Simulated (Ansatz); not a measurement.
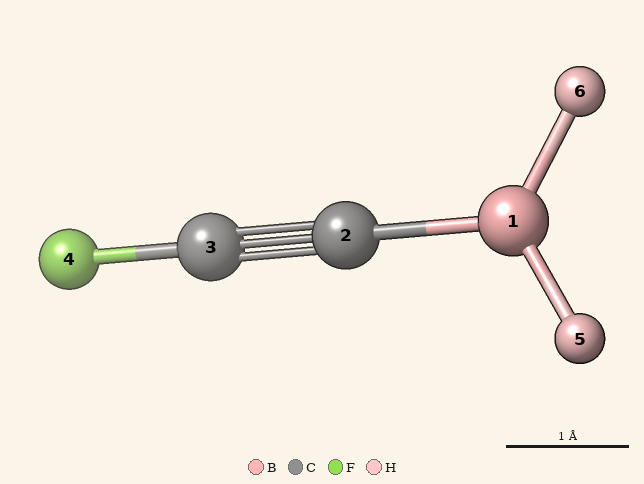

Orthographic view. Distant atoms are faded towards the background colour. Computed geometry: PBE0-D4/def2-TZVP optimisation.

Write a MOL file (V2000) with the atoms in numerical order, bonds sorted by atom number with the orders drawn, and coordinates in the frame of the picture: x right, y up, z towards the viewer, origin at the mean position.

```
C2H2BF
                    3D

  6  5  0  0  0  0  0  0  0  0999 V2000
    1.0700    0.0900    0.4500 B   0  0  0  0  0  0  0  0  0  0  0  0
   -0.3100   -0.0300   -0.1300 C   0  0  0  0  0  0  0  0  0  0  0  0
   -1.4100   -0.1200   -0.6000 C   0  0  0  0  0  0  0  0  0  0  0  0
   -2.5700   -0.2200   -1.0900 F   0  0  0  0  0  0  0  0  0  0  0  0
    1.6100   -0.8700    0.8900 H   0  0  0  0  0  0  0  0  0  0  0  0
    1.6100    1.1500    0.4800 H   0  0  0  0  0  0  0  0  0  0  0  0
  1  2  1  0
  1  5  1  0
  1  6  1  0
  2  3  3  0
  3  4  1  0
M  END
```
